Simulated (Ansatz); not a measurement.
InH$_{3}$Cl$_{2}$O: nudged elastic band (part 1 of 2)

The run: nudged elastic band of InH$_{3}$Cl$_{2}$O. Method and program: RKS PBE/def2-SVP (Ansatz 0.2.0).

One setting was made poor on purpose. It belongs to a series of runs on one base structure; here: band between the two ends. Figures and captions count atoms from 1; the log counts them from 0 in places.

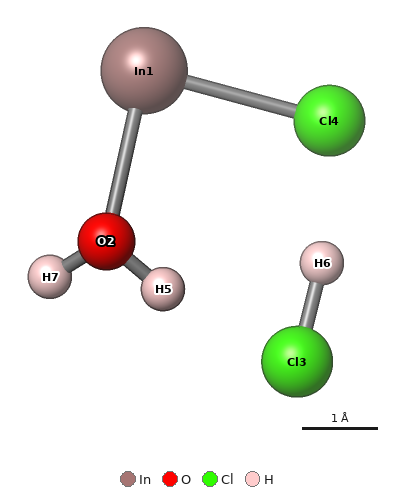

**Figure 1.** The structure as given in the input (ball-and-stick view, seen at a tilt; atoms are numbered from 1 in the order of the input). Sticks mark near contacts.

The input
```yaml
crystal:
  periodic: [false, false, false]
  atoms:
    - { symbol: In, position_ang: [0.93509, -1.773822, 1.181151] }
    - { symbol: O, position_ang: [1.175881, -0.160202, -0.689024] }
    - { symbol: Cl, position_ang: [-1.448818, 1.470849, -0.676553] }
    - { symbol: Cl, position_ang: [-1.014034, -0.311895, 2.045972] }
    - { symbol: H, position_ang: [0.416185, 0.479956, -0.786025] }
    - { symbol: H, position_ang: [-1.397983, 0.790365, 0.516593] }
    - { symbol: H, position_ang: [1.333681, -0.495153, -1.592012] }
basis:
  gaussian: { orbitals: def2-SVP }
hamiltonian:
  xc: pbe
neb:
  order_check: false
  images: 7
  f_tol: 0.05
  max_iterations: 60
  max_displacement: 0.5
  optimiser: fire
  final_atoms:
    - { symbol: In, position_ang: [-0.19568567, -1.72617557, 0.33504131] }
    - { symbol: O, position_ang: [1.40651349, 0.0072765, -0.6444452] }
    - { symbol: Cl, position_ang: [-1.58533534, 0.36706012, -0.75767229] }
    - { symbol: Cl, position_ang: [-0.75643025, 0.40385422, 2.3614074] }
    - { symbol: H, position_ang: [0.58867877, 0.52257447, -0.88471991] }
    - { symbol: H, position_ang: [-1.25584264, 0.66352557, 1.09593593] }
    - { symbol: H, position_ang: [1.79810363, -0.23801729, -1.50544525] }
  initial_path:
    images:
      - { positions_ang: [[0.93509, -1.773822, 1.181151], [1.175881, -0.160202, -0.689024], [-1.448818, 1.470849, -0.676553], [-1.014034, -0.311895, 2.045972], [0.416185, 0.479956, -0.786025], [-1.397983, 0.790365, 0.516593], [1.333681, -0.495153, -1.592012]] }
      - { positions_ang: [[0.61758525, -1.77440215, 0.97386068], [1.18128206, -0.13026738, -0.61693783], [-1.49808025, 1.16752768, -0.7615956], [-0.86516739, -0.11930474, 2.03603372], [0.3190112, 0.47057458, -0.66234849], [-1.12053973, 0.71562376, 0.54960601], [1.36591085, -0.32965374, -1.51851649]] }
      - { positions_ang: [[0.3000805, -1.77498231, 0.76657036], [1.18668312, -0.10033276, -0.54485166], [-1.5473425, 0.86420635, -0.84663821], [-0.71630078, 0.07328552, 2.02609545], [0.2218374, 0.46119316, -0.53867198], [-0.84309646, 0.64088252, 0.58261902], [1.3981407, -0.16415449, -1.44502098]] }
      - { positions_ang: [[-0.01742425, -1.77556246, 0.55928004], [1.19208419, -0.07039815, -0.4727655], [-1.59660475, 0.56088503, -0.93168081], [-0.56743416, 0.26587578, 2.01615717], [0.12466361, 0.45181174, -0.41499547], [-0.5656532, 0.56614129, 0.61563203], [1.43037056, 0.00134477, -1.37152546]] }
      - { positions_ang: [[-0.33492899, -1.77614261, 0.35198972], [1.19748525, -0.04046353, -0.40067933], [-1.64586699, 0.25756371, -1.01672341], [-0.41856755, 0.45846604, 2.00621889], [0.02748981, 0.44243032, -0.29131896], [-0.28820993, 0.49140005, 0.64864504], [1.46260041, 0.16684402, -1.29802995]] }
      - { positions_ang: [[-0.30011816, -1.76365085, 0.34775262], [1.24974231, -0.02852852, -0.4616208], [-1.63073408, 0.28493781, -0.95196063], [-0.50303323, 0.44481309, 2.09501602], [0.16778705, 0.46246636, -0.4396692], [-0.53011811, 0.53443143, 0.76046777], [1.54647621, 0.06562869, -1.34988378]] }
      - { positions_ang: [[-0.26530733, -1.75115909, 0.34351552], [1.30199937, -0.01659351, -0.52256226], [-1.61560116, 0.31231191, -0.88719785], [-0.5874989, 0.43116013, 2.18381315], [0.30808429, 0.4825024, -0.58801943], [-0.77202629, 0.57746281, 0.87229049], [1.63035202, -0.03558664, -1.4017376]] }
      - { positions_ang: [[-0.2304965, -1.73866733, 0.33927841], [1.35425643, -0.00465851, -0.58350373], [-1.60046825, 0.33968601, -0.82243507], [-0.67196457, 0.41750718, 2.27261027], [0.44838153, 0.50253843, -0.73636967], [-1.01393446, 0.62049419, 0.98411321], [1.71422782, -0.13680197, -1.45359142]] }
      - { positions_ang: [[-0.19568567, -1.72617557, 0.33504131], [1.40651349, 0.0072765, -0.6444452], [-1.58533534, 0.36706012, -0.75767229], [-0.75643025, 0.40385422, 2.3614074], [0.58867877, 0.52257447, -0.88471991], [-1.25584264, 0.66352557, 1.09593593], [1.79810363, -0.23801729, -1.50544525]] }
```

Run as:
```bash
ansatz run input.yaml --threads 2 --pin off --max-ram 3072MiB --backend cpu --events-out ev --progress --plain --runs-dir out
```

Output
```
Engine: ansatz 0.2.0, x86_64-unknown-linux-gnu
Functional definition: PBE
  parameter kappa = 0.804
  parameter beta = 0.06672455060314922
  exchange = pbe_x(kappa = kappa, mu = beta*pi^2/3)
  correlation = pbe_c(beta = beta)
1023 factors; their error is unknown
mean field evaluation 1: about -32291.1378 eV, gradient 5.2e1 eV
mean field evaluation 2: about -32239.4064 eV, gradient 1.5e2 eV
mean field evaluation 4: about -32295.6917 eV, gradient 1.2e1 eV
mean field evaluation 8: about -32296.1215 eV, gradient 1.9e-1 eV
mean field evaluation 16: about -32296.0870 eV, gradient 5.0e-5 eV
mean field -32296.08699632 eV, -1186.8593060406 hartree, gradient 5.0e-5 eV, S^2 0.000000; 0 other end points of the search recorded, 0 dependent functions left out
the calculation of the forces begins
reference -32296.08703409 eV, -1186.8593074287 hartree; 33, 33 occupied and 58, 58 virtual orbitals, 1023 factors
1023 factors; their error is unknown
mean field evaluation 32: about -32296.0994 eV, gradient 1.8e-4 eV
mean field -32296.09940689 eV, -1186.8597621207 hartree, gradient 5.1e-5 eV, S^2 0.000000; 0 other end points of the search recorded, 0 dependent functions left out
[... from here on the field's lines of each further geometry are left out, up to the last ...]
NEB iter   1: max|band force component| = 4.026e0 eV/Å  barrier→ = 2.3374 eV  barrier← = 2.3498 eV  Δτ_max = 0.0733 Å  (234 SCF iters)
NEB iter   2: max|band force component| = 2.893e0 eV/Å  barrier→ = 1.7868 eV  barrier← = 1.7993 eV  Δτ_max = 0.0590 Å  (190 SCF iters)
NEB iter   3: max|band force component| = 2.387e0 eV/Å  barrier→ = 1.4217 eV  barrier← = 1.4342 eV  Δτ_max = 0.0485 Å  (193 SCF iters)
NEB iter   4: max|band force component| = 1.816e0 eV/Å  barrier→ = 1.1870 eV  barrier← = 1.1994 eV  Δτ_max = 0.0842 Å  (190 SCF iters)
NEB iter   5: max|band force component| = 1.633e0 eV/Å  barrier→ = 0.9446 eV  barrier← = 0.9570 eV  Δτ_max = 0.0870 Å  (190 SCF iters)
NEB iter   6: max|band force component| = 2.152e0 eV/Å  barrier→ = 0.7981 eV  barrier← = 0.8105 eV  Δτ_max = 0.1068 Å  (192 SCF iters)
NEB iter   7: max|band force component| = 1.196e0 eV/Å  barrier→ = 0.6260 eV  barrier← = 0.6384 eV  Δτ_max = 0.1225 Å  (191 SCF iters)
NEB iter   8: max|band force component| = 1.491e0 eV/Å  barrier→ = 0.5733 eV  barrier← = 0.5857 eV  Δτ_max = 0.1268 Å  (191 SCF iters)
NEB iter   9: max|band force component| = 1.244e0 eV/Å  barrier→ = 0.4444 eV  barrier← = 0.4568 eV  Δτ_max = 0.1349 Å  (186 SCF iters)
NEB iter  10: max|band force component| = 1.009e0 eV/Å  barrier→ = 0.3184 eV  barrier← = 0.3309 eV  Δτ_max = 0.0214 Å  (187 SCF iters)
NEB iter  11: max|band force component| = 7.672e-1 eV/Å  barrier→ = 0.2740 eV  barrier← = 0.2864 eV  Δτ_max = 0.0148 Å  (192 SCF iters)
NEB iter  12: max|band force component| = 6.952e-1 eV/Å  barrier→ = 0.2499 eV  barrier← = 0.2623 eV  Δτ_max = 0.0271 Å  (191 SCF iters)
NEB iter  13: max|band force component| = 5.735e-1 eV/Å  barrier→ = 0.2124 eV  barrier← = 0.2248 eV  Δτ_max = 0.0366 Å  (188 SCF iters)
NEB iter  14: max|band force component| = 6.034e-1 eV/Å  barrier→ = 0.1691 eV  barrier← = 0.1815 eV  Δτ_max = 0.0430 Å  (187 SCF iters)
NEB iter  15: max|band force component| = 6.668e-1 eV/Å  barrier→ = 0.1312 eV  barrier← = 0.1437 eV  Δτ_max = 0.0513 Å  (188 SCF iters)
NEB iter  16: max|band force component| = 7.819e-1 eV/Å  barrier→ = 0.1045 eV  barrier← = 0.1169 eV  Δτ_max = 0.0153 Å  (185 SCF iters)
NEB iter  17: max|band force component| = 6.773e-1 eV/Å  barrier→ = 0.0977 eV  barrier← = 0.1101 eV  Δτ_max = 0.0132 Å  (190 SCF iters)
NEB iter  18: max|band force component| = 6.071e-1 eV/Å  barrier→ = 0.0926 eV  barrier← = 0.1051 eV  Δτ_max = 0.0118 Å  (190 SCF iters)
NEB iter  19: max|band force component| = 5.609e-1 eV/Å  barrier→ = 0.0884 eV  barrier← = 0.1008 eV  Δτ_max = 0.0109 Å  (190 SCF iters)
NEB iter  20: max|band force component| = 5.300e-1 eV/Å  barrier→ = 0.0846 eV  barrier← = 0.0970 eV  Δτ_max = 0.0103 Å  (179 SCF iters)
NEB iter  21: max|band force component| = 5.096e-1 eV/Å  barrier→ = 0.0811 eV  barrier← = 0.0935 eV  Δτ_max = 0.0203 Å  (173 SCF iters)
NEB iter  22: max|band force component| = 3.694e-1 eV/Å  barrier→ = 0.0747 eV  barrier← = 0.0871 eV  CI = image 4  Δτ_max = 0.0245 Å  (177 SCF iters)
NEB iter  23: max|band force component| = 4.514e-1 eV/Å  barrier→ = 0.0682 eV  barrier← = 0.0806 eV  CI = image 3  Δτ_max = 0.0307 Å  (184 SCF iters)
NEB iter  24: max|band force component| = 4.028e-1 eV/Å  barrier→ = 0.0635 eV  barrier← = 0.0759 eV  CI = image 3  Δτ_max = 0.0392 Å  (182 SCF iters)
NEB iter  25: max|band force component| = 3.280e-1 eV/Å  barrier→ = 0.0589 eV  barrier← = 0.0713 eV  CI = image 3  Δτ_max = 0.0447 Å  (189 SCF iters)
NEB iter  26: max|band force component| = 2.526e-1 eV/Å  barrier→ = 0.0549 eV  barrier← = 0.0673 eV  CI = image 3  Δτ_max = 0.0571 Å  (187 SCF iters)
NEB iter  27: max|band force component| = 1.420e-1 eV/Å  barrier→ = 0.0519 eV  barrier← = 0.0643 eV  CI = image 3  Δτ_max = 0.0638 Å  (186 SCF iters)
NEB iter  28: max|band force component| = 1.905e-1 eV/Å  barrier→ = 0.0507 eV  barrier← = 0.0631 eV  CI = image 3  Δτ_max = 0.0015 Å  (185 SCF iters)
NEB iter  29: max|band force component| = 1.735e-1 eV/Å  barrier→ = 0.0506 eV  barrier← = 0.0631 eV  CI = image 3  Δτ_max = 0.0027 Å  (129 SCF iters)
NEB iter  30: max|band force component| = 1.701e-1 eV/Å  barrier→ = 0.0506 eV  barrier← = 0.0630 eV  CI = image 3  Δτ_max = 0.0013 Å  (133 SCF iters)
NEB iter  31: max|band force component| = 1.702e-1 eV/Å  barrier→ = 0.0505 eV  barrier← = 0.0629 eV  CI = image 3  Δτ_max = 0.0026 Å  (126 SCF iters)
NEB iter  32: max|band force component| = 1.703e-1 eV/Å  barrier→ = 0.0504 eV  barrier← = 0.0628 eV  CI = image 3  Δτ_max = 0.0039 Å  (133 SCF iters)
NEB iter  33: max|band force component| = 1.699e-1 eV/Å  barrier→ = 0.0503 eV  barrier← = 0.0627 eV  CI = image 3  Δτ_max = 0.0053 Å  (136 SCF iters)
NEB iter  34: max|band force component| = 1.683e-1 eV/Å  barrier→ = 0.0502 eV  barrier← = 0.0626 eV  CI = image 3  Δτ_max = 0.0066 Å  (140 SCF iters)
NEB iter  35: max|band force component| = 1.646e-1 eV/Å  barrier→ = 0.0500 eV  barrier← = 0.0624 eV  CI = image 3  Δτ_max = 0.0079 Å  (143 SCF iters)
NEB iter  36: max|band force component| = 1.580e-1 eV/Å  barrier→ = 0.0498 eV  barrier← = 0.0623 eV  CI = image 3  Δτ_max = 0.0101 Å  (144 SCF iters)
NEB iter  37: max|band force component| = 1.465e-1 eV/Å  barrier→ = 0.0497 eV  barrier← = 0.0621 eV  CI = image 3  Δτ_max = 0.0126 Å  (153 SCF iters)
NEB iter  38: max|band force component| = 1.323e-1 eV/Å  barrier→ = 0.0494 eV  barrier← = 0.0619 eV  CI = image 3  Δτ_max = 0.0154 Å  (166 SCF iters)
NEB iter  39: max|band force component| = 1.136e-1 eV/Å  barrier→ = 0.0492 eV  barrier← = 0.0616 eV  CI = image 3  Δτ_max = 0.0183 Å  (165 SCF iters)
NEB iter  40: max|band force component| = 1.222e-1 eV/Å  barrier→ = 0.0490 eV  barrier← = 0.0614 eV  CI = image 3  Δτ_max = 0.0212 Å  (166 SCF iters)
NEB iter  41: max|band force component| = 1.378e-1 eV/Å  barrier→ = 0.0487 eV  barrier← = 0.0611 eV  CI = image 3  Δτ_max = 0.0239 Å  (166 SCF iters)
NEB iter  42: max|band force component| = 1.194e-1 eV/Å  barrier→ = 0.0484 eV  barrier← = 0.0608 eV  CI = image 3  Δτ_max = 0.0276 Å  (166 SCF iters)
NEB iter  43: max|band force component| = 8.031e-2 eV/Å  barrier→ = 0.0479 eV  barrier← = 0.0603 eV  CI = image 3  Δτ_max = 0.0023 Å  (181 SCF iters)
NEB iter  44: max|band force component| = 8.419e-2 eV/Å  barrier→ = 0.0479 eV  barrier← = 0.0603 eV  CI = image 3  Δτ_max = 0.0027 Å  (139 SCF iters)
NEB iter  45: max|band force component| = 1.268e-1 eV/Å  barrier→ = 0.0478 eV  barrier← = 0.0602 eV  CI = image 3  Δτ_max = 0.0009 Å  (143 SCF iters)
NEB iter  46: max|band force component| = 8.540e-2 eV/Å  barrier→ = 0.0478 eV  barrier← = 0.0602 eV  CI = image 3  Δτ_max = 0.0012 Å  (124 SCF iters)
NEB iter  47: max|band force component| = 8.519e-2 eV/Å  barrier→ = 0.0477 eV  barrier← = 0.0602 eV  CI = image 3  Δτ_max = 0.0006 Å  (129 SCF iters)
NEB iter  48: max|band force component| = 8.493e-2 eV/Å  barrier→ = 0.0477 eV  barrier← = 0.0601 eV  CI = image 3  Δτ_max = 0.0012 Å  (123 SCF iters)
```
